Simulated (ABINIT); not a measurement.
# KBr (Fm-3m): G0W0 with and without spin-orbit coupling

Is the spin-orbit change of the gap of KBr (Fm-3m) the same in DFT and in GW?

Main program and level: ABINIT 10.8.3; PBE and many-body steps on it, plane waves.

### Step 1. The starting structure

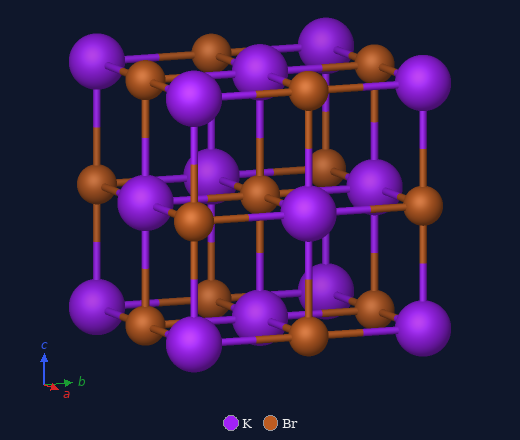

The starting structure, seen slightly off an axis (potassium purple, bromine orange). This picture shows the conventional cell, with its axes. Some periodic images of atoms are drawn too.

The cell and positions come from the Crystallography Open Database and are kept as given unless a step says otherwise.

### Step 2. Empty states on the mesh, 4×4×4 mesh, 78 bands

This step: ABINIT 10.8.3; DFT, PBE, plane waves, norm-conserving pseudopotentials.

The sums over transitions need many empty states on a uniform mesh; this step solves for them.

run.abi reads:

```
acell 3*1.0 Angstrom
rprim 
  0.000000000000 3.300000000000 3.300000000000
  3.300000000000 0.000000000000 3.300000000000
  3.300000000000 3.300000000000 0.000000000000
ntypat 2
znucl 19 35
natom 2
typat 1 2
xred 
  0.000000000000 0.000000000000 0.000000000000
  0.500000000000 0.500000000000 0.500000000000
pp_dirpath "pseudos"
pseudos "K.upf, Br.upf"
ecut 33
ngkpt 4 4 4
nshiftk 1
shiftk 0 0 0
kptopt 1
chksymbreak 0
iscf -2
irdden 1
istwfk *1
nband 78
nbdbuf 6
tolwfr 1e-09
nstep 60
prtvol 0
indata_prefix "in"
outdata_prefix "out"
tmpdata_prefix "tmp"
```

Started as:

```bash
> OMP_NUM_THREADS=1 mpirun -n 8 abinit run.abi > log
```

Numbers of over 12 decimals in the logs are rounded to 6 here.

Output:

```text
.Version 10.8.3 of ABINIT. v10.8.2 released Aug 2026.

 Symmetries : space group Fm -3 m (#225); Bravais cF (face-center cubic)
[... echo of the input left out ...]
== DATASET  1 ==================================================================
-   mpi_nproc: 8, omp_nthreads: 1 (-1 if OMP is not activated)

--- !DatasetInfo
iteration_state: {dtset: 1, }
dimensions: {natom: 2, nkpt: 8, mband: 78, nsppol: 1, nspinor: 1, nspden: 1, mpw: 4477, }
cutoff_energies: {ecut:  33.0, pawecutdg:  -1.0, }
[...]
1.40614    1.40614    1.42650    1.42650    1.45956    1.58570    1.58570    1.58570
   1.65656    1.65656    1.65656    1.86172    1.93379    1.93379    1.93379    1.97201
   1.97201    2.07833    2.07833    2.08463    2.08652    2.08652
 prteigrs : prtvol=0 or 1, do not print more k-points.

== END DATASET(S) ==============================================================
================================================================================

 -outvars: echo values of variables after computation  --------
            nband          78
             nkpt           8
          spgroup         225
 [... the other variables as echoed above ...]

 Calculation completed.
```

It took 12 s on 8 MPI ranks of Arm Neoverse V1, shared host; peak memory 0.57 GiB; 92 s of CPU time.

Numbers from this step:

| Quantity | Value |
| --- | --- |
| gap | 4.436 eV |
| k of the valence top | 0, 0, 0 |
| k of the conduction bottom | 0, 0, 0 |
| least direct gap | 4.436 eV |
| k points computed | 8 |
| lowest point of the top converged band, above the valence top | 48.91 eV |

On this mesh the gap is 4.436 eV.

The density comes from a self-consistent run that is not shown.

### Step 3. Screening, 4×4×4 mesh, 72 bands, screening to 119.7 eV

The RPA dielectric matrix is built and inverted for each q.

This step: RPA screening on PBE, plane waves, norm-conserving pseudopotentials.

Edit run.abi of step 2 so:

```diff
@@ -20,10 +20,11 @@
 chksymbreak 0
-iscf -2
-irdden 1
 istwfk *1
-nband 78
-nbdbuf 6
-tolwfr 1e-09
-nstep 60
-prtvol 0
+occopt 1
+irdwfk 1
+optdriver 3
+nband 72
+ecuteps 4.4
+inclvkb 0
+awtr 1
+symchi 1
 indata_prefix "in"
```

Output:

```text
.Version 10.8.3 of ABINIT. v10.8.2 released Aug 2026.

 Symmetries : space group Fm -3 m (#225); Bravais cF (face-center cubic)
[... echo of the input left out ...]
== DATASET  1 ==================================================================
-   mpi_nproc: 8, omp_nthreads: 1 (-1 if OMP is not activated)

--- !DatasetInfo
iteration_state: {dtset: 1, }
dimensions: {natom: 2, nkpt: 8, mband: 72, nsppol: 1, nspinor: 1, nspden: 1, mpw: 4477, }
cutoff_energies: {ecut:  33.0, pawecutdg:  -1.0, }
electrons: {nelect:   1.60000000E+01, charge:   0.00000000E+00, occopt:   1.00000000E+00, tsmear:   1.00000000E-02, }

 SCREENING: Calculation of the susceptibility and dielectric matrices

 Based on a program developped by R.W. Godby, V. Olevano, G. Onida, and L. Reining.
 Incorporated in ABINIT by V. Olevano, G.-M. Rignanese, and M. Torrent.
.Using double precision arithmetic ; gwpc =  8

[... cell and pseudopotentials left out ...]
--------------------------------------------------------------------------------

 ==== K-mesh for the wavefunctions ====
 Number of points in the irreducible wedge :     8
[... list of points left out ...]
 Together with 48 symmetry operations and time-reversal symmetry
 yields    64 points in the full Brillouin Zone.

 ==== Q-mesh for the screening function ====
 Number of points in the irreducible wedge :     8
[... list of points left out ...]
 Together with 48 symmetry operations and time-reversal symmetry
 yields    64 points in the full Brillouin Zone.

 setmesh: FFT mesh size selected  =    32x   32x   32
          total number of points  =        32768

 vcoul_init : cutoff-mode = AUXILIARY_FUNCTION
 q-points for optical limit:   1
     1)      0.000010    0.000020    0.000030

- screening: taking advantage of time-reversal symmetry
- Maximum band index for partially occupied states nbvw = 8
- Remaining bands to be divided among processors   nbcw = 64
- Number of bands treated by each node ~8

 Number of electrons calculated from density =   16.0000; Expected =   16.0000
 average of density, n =  0.032988
 r_s =    1.9343
 omega_plasma =   17.5199 [eV]

 calculating chi0 at frequencies [eV] :
  1    0.000000E+00    0.000000E+00
  2    0.000000E+00    1.751989E+01

--------------------------------------------------------------------------------
  q-point number  1        q = ( 0.000000, 0.000000, 0.000000) [r.l.u.]
--------------------------------------------------------------------------------
[... chi0 elements left out ...]
 For q-point:  0.000010 0.000020 0.000030
  dielectric constant =   2.4018
  dielectric constant without local fields =   2.9117

  Average fulfillment of the sum rule on Im[epsilon] for q-point    1 :     67.54  [%]
[... wings left out ...]
  q-point number  2        q = ( 0.250000, 0.000000, 0.000000) [r.l.u.]
--------------------------------------------------------------------------------
[... chi0 elements left out ...]
  Average fulfillment of the sum rule on Im[epsilon] for q-point    2 :     79.66  [%]

 [... 6 further q-points ...]
```

The job ended after 8.4 s (8 MPI ranks; peak memory 1.2 GiB; 66 s of CPU time).

Numbers from this step:

```
ε∞ with local fields, on this mesh, along the program's q direction : 2.402
the same without local fields                                       : 2.912
plasma frequency                                                    : 17.52 eV
plane waves in the screening matrix                                 : 181
```

Local fields lower ε∞ by 18 %.

### Step 4. Scalar-relativistic

The self-energy is evaluated for the states that the input lists, and the levels follow from it, in one-shot runs by the linearised quasiparticle equation.

This step: G0W0 on PBE, plane waves, norm-conserving pseudopotentials.

Edit run.abi of step 3 so:

```diff
@@ -23,8 +23,15 @@
 irdwfk 1
-optdriver 3
+optdriver 4
 nband 72
+gwcalctyp 0
+ecutsigx 33
+symsigma 1
+nkptgw 1
+kptgw 
+  0.0000000000 0.0000000000 0.0000000000
+bdgw 
+  6 12
 ecuteps 4.4
-inclvkb 0
-awtr 1
-symchi 1
+irdscr 1
+ppmodel 1
 indata_prefix "in"
```

Output:

```text
.Version 10.8.3 of ABINIT. v10.8.2 released Aug 2026.

 Symmetries : space group Fm -3 m (#225); Bravais cF (face-center cubic)
[... echo of the input left out ...]
== DATASET  1 ==================================================================
-   mpi_nproc: 8, omp_nthreads: 1 (-1 if OMP is not activated)

--- !DatasetInfo
iteration_state: {dtset: 1, }
dimensions: {natom: 2, nkpt: 8, mband: 72, nsppol: 1, nspinor: 1, nspden: 1, mpw: 4477, }
cutoff_energies: {ecut:  33.0, pawecutdg:  -1.0, }
electrons: {nelect:   1.60000000E+01, charge:   0.00000000E+00, occopt:   1.00000000E+00, tsmear:   1.00000000E-02, }

 SIGMA: Calculation of the GW corrections

 Based on a program developped by R.W. Godby, V. Olevano, G. Onida, and L. Reining.
 Incorporated in ABINIT by V. Olevano, G.-M. Rignanese, and M. Torrent.
.Using double precision arithmetic ; gwpc =  8

[... cell and pseudopotentials left out ...]
--------------------------------------------------------------------------------

 ==== K-mesh for the wavefunctions ====
 Number of points in the irreducible wedge :     8
[... list of points left out ...]
 Together with 48 symmetry operations and time-reversal symmetry
 yields    64 points in the full Brillouin Zone.

 ==== Q-mesh for screening function ====
 Number of points in the irreducible wedge :     8
[... list of points left out ...]
 Together with 48 symmetry operations and time-reversal symmetry
 yields    64 points in the full Brillouin Zone.

 vcoul_init : cutoff-mode = AUXILIARY_FUNCTION
 q-points for optical limit:   1
     1)      0.000010    0.000020    0.000030
 setmesh: FFT mesh size selected  =    45x   45x   45
          total number of points  =        91125

 Number of electrons calculated from density =   16.0000; Expected =   16.0000
 average of density, n =  0.032988
 r_s =    1.9343
 omega_plasma =   17.5199 [eV]

 === KS Band Gaps ===
  >>>> For spin  1
   Minimum direct gap =   4.4359 [eV], located at k-point      :   0.0000  0.0000  0.0000
   Fundamental gap    =   4.4359 [eV], Top of valence bands at :   0.0000  0.0000  0.0000
                                       Bottom of conduction at :   0.0000  0.0000  0.0000
 SIGMA fundamental parameters:
 PLASMON POLE MODEL  1
 number of plane-waves for SigmaX                 4477
 number of plane-waves for SigmaC and W            181
 number of plane-waves for wavefunctions          4477
 number of bands                                    72
 number of independent spin polarizations            1
 number of spinorial components                      1
 number of k-points in IBZ                           8
 number of q-points in IBZ                           8
 number of symmetry operations                      48
 number of k-points in BZ                           64
 number of q-points in BZ                           64
 number of frequencies for dSigma/dE                 9
 frequency step for dSigma/dE [eV]                0.25
 number of omega for Sigma on real axis              0
 max omega for Sigma on real axis  [eV]           0.00
 zcut for avoiding poles [eV]                     0.10

 EPSILON^-1 parameters (SCR file):
 dimension of the eps^-1 matrix on file            181
 dimension of the eps^-1 matrix used               181
 number of plane-waves for wavefunctions          4477
 number of bands                                    72
 number of q-points in IBZ                           8
 number of frequencies                               2
 number of real frequencies                          1
 number of imag frequencies                          1

 matrix elements of self-energy operator (all in [eV])

 Perturbative Calculation

--- !SelfEnergy_ee
iteration_state: {dtset: 1, }
kpoint     : [   0.000,    0.000,    0.000, ]
spin       : 1
KS_gap     :    4.436
QP_gap     :    6.724
Delta_QP_KS:    2.288
data: !SigmaeeData |
     Band     E0 <VxcDFT>   SigX SigC(E0)      Z dSigC/dE  Sig(E)    E-E0       E
        6  -0.010 -12.760 -16.565   1.920   0.819  -0.221 -14.304  -1.543  -1.553
        7  -0.010 -12.760 -16.565   1.920   0.819  -0.221 -14.304  -1.543  -1.553
        8  -0.010 -12.760 -16.565   1.920   0.819  -0.221 -14.304  -1.543  -1.553
        9   4.426  -6.661  -3.089  -2.714   0.868  -0.152  -5.916   0.745   5.171
       10   7.598  -8.409  -3.762  -2.813   0.863  -0.159  -6.826   1.583   9.181
       11   7.598  -8.409  -3.762  -2.813   0.863  -0.159  -6.826   1.583   9.181
       12   7.598  -8.409  -3.762  -2.813   0.863  -0.159  -6.826   1.583   9.181

== END DATASET(S) ==============================================================
================================================================================

 -outvars: echo values of variables after computation  --------
           etotal      0.0000000000E+00
            nband          72
             nkpt           8
          spgroup         225
 [... the other variables as echoed above ...]

 Calculation completed.
```

Elapsed: 3.7 s, on 8 MPI ranks; peak memory 1.2 GiB.

This step gave:

```
G0W0 gap on the points computed              : 6.724 eV
starting gap on the mesh                     : 4.436 eV
k of the valence top                         : 0, 0, 0
k of the conduction bottom                   : 0, 0, 0
Z at the valence top                         : 0.819
Z at the conduction bottom                   : 0.868
least direct G0W0 gap on the computed points : 6.724 eV
```

The gap on the mesh goes from 4.44 eV to 6.72 eV, a correction of +2.29 eV.

### Step 5. Empty states on the mesh, 4×4×4 mesh, 158 bands

This step: DFT, PBE with spin-orbit coupling, plane waves, norm-conserving pseudopotentials.

Edit run.abi of step 4 so:

```diff
@@ -15,2 +15,3 @@
 ecut 33
+nspinor 2
 ngkpt 4 4 4
@@ -20,18 +21,10 @@
 chksymbreak 0
+iscf -2
+irdden 1
 istwfk *1
-occopt 1
-irdwfk 1
-optdriver 4
-nband 72
-gwcalctyp 0
-ecutsigx 33
-symsigma 1
-nkptgw 1
-kptgw 
-  0.0000000000 0.0000000000 0.0000000000
-bdgw 
-  6 12
-ecuteps 4.4
-irdscr 1
-ppmodel 1
+nband 158
+nbdbuf 14
+tolwfr 1e-09
+nstep 60
+prtvol 0
 indata_prefix "in"
```

Output:

```text
.Version 10.8.3 of ABINIT. v10.8.2 released Aug 2026.

 Symmetries : space group Fm -3 m (#225); Bravais cF (face-center cubic)
[... echo of the input left out ...]
== DATASET  1 ==================================================================
-   mpi_nproc: 8, omp_nthreads: 1 (-1 if OMP is not activated)

--- !DatasetInfo
iteration_state: {dtset: 1, }
dimensions: {natom: 2, nkpt: 8, mband: 158, nsppol: 1, nspinor: 2, nspden: 1, mpw: 4477, }
cutoff_energies: {ecut:  33.0, pawecutdg:  -1.0, }
[...]
1.92947    1.92947    1.93594    1.93594    1.93594    1.93594    1.97204    1.97204
   1.97204    1.97204    2.07767    2.07767    2.07768    2.07801    2.07997    2.08025
   2.08647    2.08647    2.08648    2.08648    2.08648    2.08779
 prteigrs : prtvol=0 or 1, do not print more k-points.

== END DATASET(S) ==============================================================
================================================================================

 -outvars: echo values of variables after computation  --------
            nband         158
             nkpt           8
          spgroup         225
 [... the other variables as echoed above ...]

 Calculation completed.
```

The job ended after 70 s (8 MPI ranks; peak memory 0.84 GiB; 9.3 min of CPU time).

Numbers from this step:

| Item | Value |
| --- | --- |
| gap | 4.274 eV |
| k of the valence top | 0, 0, 0 |
| k of the conduction bottom | 0, 0, 0 |
| least direct gap | 4.274 eV |
| k points computed | 8 |
| lowest point of the top converged band, above the valence top | 48.73 eV |

On this mesh the gap is 4.274 eV.

The density comes from a self-consistent run that is not shown, made with spin-orbit coupling and fully relativistic files.

(Part 1 of 2 ends here.)

[Paths, hosts, dates, memory and timing lines, banners, echoed tables and standing remarks are left out of the program output.]

[Logs are printed without paths, hosts, clocks, repeated set-up lines and the standing remarks that a program may print on its own settings, such as how far it seeks lower states.]

[Runs of the session that timed out or met a known fault of the program may be left out.]

[Hosts, paths, dates, database ids (printed as entryN), source tags and the programs' standing remarks are cut or masked in the printed files.]

[G0W0 gaps are taken among the corrected bands and points alone; a level outside them can change the order at an edge.]

[Where Ansatz stands beside ABINIT at settings called matched, ABINIT's density can come from a denser mesh and the files from another edition; pairs whose starting gaps differed by over 0.03 eV were left out, so agreement reads better than it is.]
